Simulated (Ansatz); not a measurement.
**UCCSD/STO-3G run of CH3B (SMILES B[CH])**

Aim: the vertical ionisation energy of CH3B at UCCSD/STO-3G, from 2 runs. 

Program for the calculation: Ansatz 0.2.0.

49 further runs of the same task are left out: 3 that didn't finish, 46 set aside as unsound or not needed.

### Step 1. The molecule

The species is CH3B (5 atoms), meant as a triplet with charge 0. As SMILES, `B[CH]`. The shape is that of a GFN2-xTB optimisation.

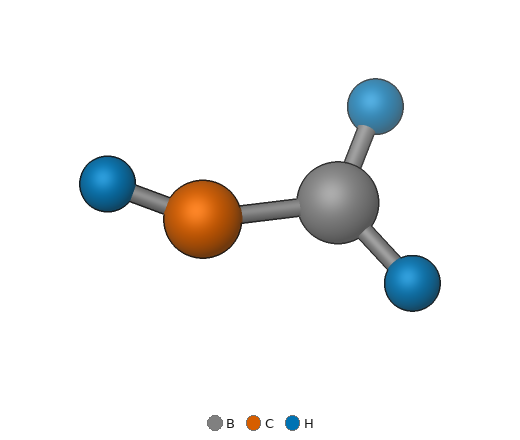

The structure, seen from a chosen angle (boron grey, carbon orange, hydrogen blue).

### Step 2. The energy at UCCSD/STO-3G

The input, job.yaml:

```yaml
crystal:
  periodic: [false, false, false]
  atoms:
    - symbol: B
      position_ang: [-0.352450, -0.401400, -0.071360]
    - symbol: C
      position_ang: [0.507540, 0.779550, -0.141970]
    - symbol: H
      position_ang: [-0.308550, -1.118250, 0.866820]
    - symbol: H
      position_ang: [-1.104620, -0.672740, -0.931370]
    - symbol: H
      position_ang: [1.258080, 1.412850, 0.277880]
basis:
  gaussian: {orbitals: STO-3G}
magnetization: {spin_polarized: true, initial_magnetization: 2}
correlation: {method: ccsd, frozen_orbitals: {B: 1, C: 1, H: 0}}
accuracy: high
scf: {omitted_lower_state_checks: [cluster_reference, increment]}
```

The run is started by

```sh
$ ansatz run job.yaml --threads 1 --pin off --max-ram 2610MiB --events-out events.jsonl --progress --plain --runs-dir runs
```

The log of the run, shortened:

```text
Warning: RAYON_NUM_THREADS=1 ignored (pool sized by the plan → 1); use --threads N
Functional definition: HF
  name "HF"
[...]
209 factors; integrals over basis functions are off by at most 6.1e-9 eV
[...]
mean field -1725.10611933 eV, -63.3964805665 hartree, gradient 1.9e-8 eV, S^2 2.019004; 0 other end points of the search recorded, 0 dependent functions left out
2 core orbitals not correlated: weight in the atoms' cores, before any rotation towards them, 1.000 or more for the frozen orbitals, at most 0.000 for the correlated occupied ones
reference -1725.10611933 eV, -63.3964805665 hartree; 6, 4 occupied and 5, 7 virtual orbitals, 209 factors
second order -1.50556994 eV of doubles, -0.00000000 eV of singles
cycle   1  -1.92586060 eV  change   -4.2e-1 eV  update   5.3e-2
[...]
cycle  20  -2.19418176 eV  change   4.5e-10 eV  update  6.2e-10
Total energy: -1727.30030110 eV, -63.4771152591 hartree
Checks for a lower state left out: cluster_reference, increment
```

Wall time 0.14 s (1 thread of Arm Neoverse V1, shared host).

### Step 3. The doublet cation at the same level

The input, in.yaml:

```yaml
crystal:
  periodic: [false, false, false]
  atoms:
    - {symbol: B, position_ang: [-0.352450, -0.401400, -0.071360]}
    - {symbol: C, position_ang: [0.507540, 0.779550, -0.141970]}
    - {symbol: H, position_ang: [-0.308550, -1.118250, 0.866820]}
    - {symbol: H, position_ang: [-1.104620, -0.672740, -0.931370]}
    - {symbol: H, position_ang: [1.258080, 1.412850, 0.277880]}
basis:
  gaussian:
    orbitals: STO-3G
scf:
  omitted_lower_state_checks: [cluster_reference, increment]
accuracy: high
total_charge: 1
correlation:
  method: ccsd
  frozen_orbitals: {B: 1, C: 1, H: 0}
magnetization:
  spin_polarized: true
  initial_magnetization: 1
```

The run is started by

```sh
$ ansatz run in.yaml --threads 1 --pin off --max-ram 2610MiB --events-out events.jsonl --progress --plain --runs-dir runs
```

The log of the run, shortened:

```text
Warning: RAYON_NUM_THREADS=1 ignored (pool sized by the plan → 1); use --threads N
[... 2 set-up lines as earlier in the session ...]
[...]
209 factors; integrals over basis functions are off by at most 6.1e-9 eV
[...]
mean field -1717.02659384 eV, -63.0995634812 hartree, gradient 9.5e-8 eV, S^2 0.765666; 4 other end points of the search recorded, 0 dependent functions left out
2 core orbitals not correlated: weight in the atoms' cores, before any rotation towards them, 1.000 or more for the frozen orbitals, at most 0.000 for the correlated occupied ones
reference -1717.02659384 eV, -63.0995634812 hartree; 5, 4 occupied and 6, 7 virtual orbitals, 209 factors
second order -1.72232843 eV of doubles, -0.00000000 eV of singles
cycle   1  -2.16818261 eV  change   -4.5e-1 eV  update   7.0e-2
[...]
cycle  32  -2.54545574 eV  change  -1.2e-10 eV  update  6.1e-10
Total energy: -1719.57204958 eV, -63.1931072542 hartree
Checks for a lower state left out: cluster_reference, increment
```

Wall time 0.18 s (1 thread of Arm Neoverse V1, shared host).

### Step 4. What came out

At UCCSD/STO-3G, 2 core orbitals frozen:

```
                                                   quantity         value
                                 triplet CH3B: total energy  -63.47712 Eh
  triplet CH3B: correlation energy (2 core orbitals frozen)     -80.6 mEh
            triplet CH3B: ⟨S²⟩ of the reference determinant         2.019
                                triplet CH3B: T1 diagnostic         0.015
                               doublet cation: total energy  -63.19311 Eh
doublet cation: correlation energy (2 core orbitals frozen)     -93.5 mEh
          doublet cation: ⟨S²⟩ of the reference determinant         0.766
                              doublet cation: T1 diagnostic         0.034
         vertical ionisation energy (to the doublet cation)      7.728 eV
```

**Reading.** Removing an electron at fixed nuclei costs 7.73 eV (178 kcal/mol). In a minimal basis such a difference can be off by several eV, whatever the method.
